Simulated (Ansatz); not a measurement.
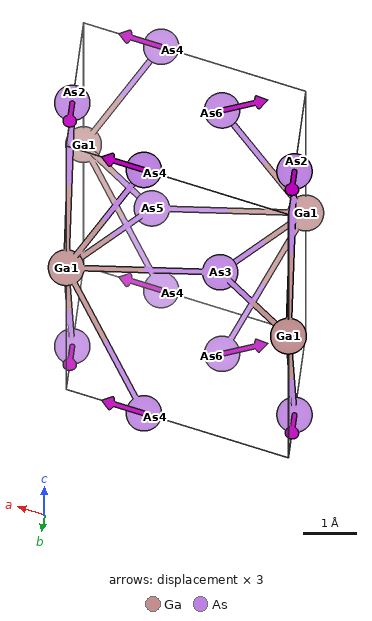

This is a relaxation of crystalline GaAs5 (a generated structure, set up in P-62m) (coarse preliminary run). The starting structure is drawn; purple arrows show the displacements (the part carried along by the change of the cell is left out), 3 times their true length.

A ball-and-stick model of the cell of the calculation, seen from a free direction.

Theory: Ansatz, DFT PBE, scalar-relativistic, plane waves, PAW. Settings: plane-wave cutoff 420 eV; k-point mesh 6 × 6 × 4; occupations gaussian; smearing width 0.1 eV; no spin polarisation; cell and atoms relaxed; force threshold 0.04 eV/Å; at most 70 steps.

### Which element moves most?

Arsenic: up to 0.33 Å, against 0.00 Å for gallium.

### What did the optimiser do to the structure, and how much energy did it gain?

The energy falls by 21.0 meV per atom in 6 accepted moves (9 points after the start). Largest force component: 0.21 eV/Å at the start, 0.0011 eV/Å at the end. The pressure goes from 0.26 to 0.11 GPa. The line search rejected the trial steps at points 4, 7 of the run. The SCF was repeated once at an unchanged geometry on a basis and grid sized afresh for the cell, which shifted the energy by 0.2 meV per atom at most. The largest moves relative to the cell, 0.33 Å, are those of As2, As4 and As6. As4 goes along +a. Ga stays in place. The volume changes by +4.0 %, with a = b 5.085 → 5.157 Å (+1.4 %), c 5.224 → 5.283 Å (+1.1 %). Among the contacts that change: As2–As4 3.077 → 2.545 Å, As2–As4 (another image) 2.868 → 3.215 Å, Ga1–As2 3.159 → 3.023 Å, Ga1–As3 2.936 → 2.977 Å. The space group stays P-62m (No. 189). Cost: 2.2 min on 1 thread of Intel(R) Xeon(R) Platinum 8259CL CPU @ 2.50GHz (Skylake/Cascade Lake), with other jobs on the host, peak memory 0.47 GiB.
